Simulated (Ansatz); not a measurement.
# The cluster Cu6P−: inputs that go wrong

Aim: try 2 inputs for the cluster Cu6P− as typed, read how each ends, and find what has to change.

Program: Ansatz 0.2.0, Gaussian basis. Level of theory: the settings change from run to run. These are calculated values, not measurements.

4 further runs of the same task are left out: 4 set aside as unsound or not needed.

## 1. The relaxed structure

An earlier PBE0-D4/def2-SVPD relaxation fixed the geometry.

7 atoms, charge -1, spin multiplicity 1.

Atoms are counted from 1 here; the program's logs count them from 0.

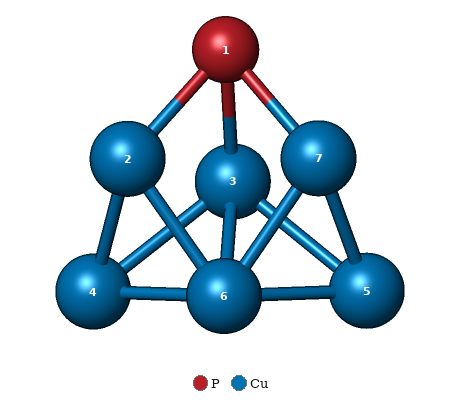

The geometry (phosphorus red, copper blue); atoms are numbered from 1 in the order of the file.

## 2. Attempt 1

in.yaml

```yaml
crystal:
  periodic: [false, false, false]
  atoms:
    - {symbol: P, position_ang: [1.800631, -0.059866, -1.415053]}
    - {symbol: Cu, position_ang: [0.467220, 1.543776, -0.645338]}
    - {symbol: Cu, position_ang: [-0.440394, -0.677001, -0.919015]}
    - {symbol: Cu, position_ang: [-1.957014, 1.461228, -0.392802]}
    - {symbol: Cu, position_ang: [-0.622242, -1.906675, 1.447562]}
    - {symbol: Cu, position_ang: [-0.646938, 0.445398, 1.284796]}
    - {symbol: Cu, position_ang: [1.398747, -0.806839, 0.639850]}
basis:
  gaussian: {orbitals: STO-3G, fitting: {mean_field: cc-pVTZ-jkfit}}
total_charge: -1
hamiltonian: {xc: {name: BHLYP}}
scf: {omitted_lower_state_checks: [starts]}
output: {forces: true}
```

Launch:

```console
> ansatz run in.yaml --threads 4 --pin off --events-out ev --progress --plain --max-ram 4787MiB
```

Output:

```text
Functional definition: BHLYP
  name "BHLYP"
  cite "Becke, J. Chem. Phys. 98, 1372 (1993) doi:10.1063/1.464304"
  cite "Becke, Phys. Rev. A 38, 3098 (1988) doi:10.1103/PhysRevA.38.3098"
  cite "Lee, Yang & Parr, Phys. Rev. B 37, 785 (1988) doi:10.1103/PhysRevB.37.785"
  parameter a = 0.5
  exchange = (1 - a)*b88_x + a*exact_x
  correlation = lyp_c
these checks for a lower state are left out or cut short: starts
Error: <dir> the basis set cc-pVTZ-JKFIT has no functions for Cu
```

It took 0.05 s on 4 threads of Arm Neoverse V2, shared host.

What is wrong: Refused before any calculation. The fitting set named has no entry for an element of this molecule. Cure: leave the fitting key out, or name a set that covers all elements and suits the basis.

## 3. Attempt 2

in.yaml

```yaml
crystal:
  periodic: [false, false, false]
  atoms:
    - {symbol: P, position_ang: [1.800631, -0.059866, -1.415053]}
    - {symbol: Cu, position_ang: [0.467220, 1.543776, -0.645338]}
    - {symbol: Cu, position_ang: [-0.440394, -0.677001, -0.919015]}
    - {symbol: Cu, position_ang: [-1.957014, 1.461228, -0.392802]}
    - {symbol: Cu, position_ang: [-0.622242, -1.906675, 1.447562]}
    - {symbol: Cu, position_ang: [-0.646938, 0.445398, 1.284796]}
    - {symbol: Cu, position_ang: [1.398747, -0.806839, 0.639850]}
basis:
  gaussian: {orbitals: "6-31G*"}
total_charge: -1
hamiltonian: {xc: {name: wB97X}}
smearing: {width: 0.1}
output: {forces: true}
```

Same command.

Output:

```text
Error: YAML parse error: error: line 15 column 1: unknown field `smearing`, expected one of crystal, accuracy, basis, kpoints, hamiltonian, magnetization, projection, total_charge, correlation, batch, efield, external_charges, scf, relax, neb, saddle, md, ramp, phonons, dielectric, real_time, elastic, magnetic_configurations, gw, evaluate, workflow, output, checkpoint, execution
  --> <input>:15:1
   |
13 | total_charge: -1
14 | hamiltonian: {xc: {name: wB97X}}
15 | smearing: {width: 0.1}
   | ^ unknown field `smearing`, expected one of crystal, accuracy, basis, kpoints, hamiltonian, magnetization, projection, total_charge, correlation, batch, efield, external_charges, scf, relax, neb, saddle, md, ramp, phonons, dielectric, real_time, elastic, magnetic_configurations, gw, evaluate, workflow, output, checkpoint, execution
16 | output: {forces: true}
   |
```

Run time: 0.05 s. Hardware: 4 threads of Arm Neoverse V2, shared host.

Diagnosis: The program refused the input. The input holds a key that doesn't belong there. Fix: remove the key, or spell it as the input reference has it.

## 4. How the tries ended

| attempt | level | ended | cause | time |
| --- | --- | --- | --- | --- |
| 1 | BHLYP/STO-3G | refused | the fitting set named has no entry for an element of this molecule | 0.05 s |
| 2 | wB97X/6-31G* | refused | the input holds a key that doesn't belong there | 0.05 s |

**Reading.** 2 refused. A refusal costs next to no computing time.
